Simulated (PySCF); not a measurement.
# KNa (charge +1, doublet): what the fields show

```yaml
atoms:
  - { symbol: K, position_ang: [0.0000, 0.0000, -1.5381] }
  - { symbol: Na, position_ang: [0.0000, 0.0000, 2.6069] }
```

Method: PBE0/jorge-DZP-DKH, spin-free X2C-1e, Gaussian nucleus, at a bond length of 4.145 Å (PySCF).

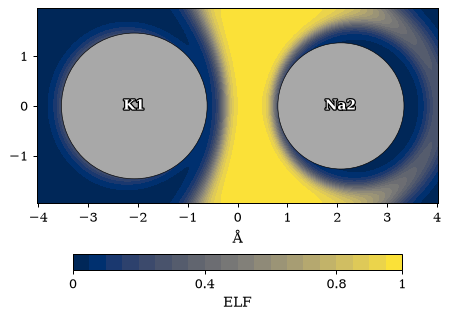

Figure 1. ELF on a plane that holds the molecular axis. Grey discs cover the atomic cores.

Q: Describe what can be read from this map.

A: Atoms in the plane: K and Na. K–Na (4.14 Å): the ELF peaks at about 1 between the atoms.

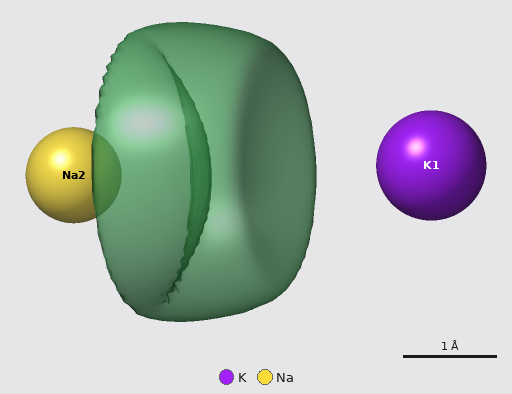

Figure 2. Isosurface of the electron localisation function at 0.8 (green), seen from one side. Only the valence region is drawn (cores and ρ < 0.01 e/Å³ removed).

Q: Describe the localisation domains.

A: At this value the surface marks out one lobe of the valence shell of Na pointing towards K (polar bonds).
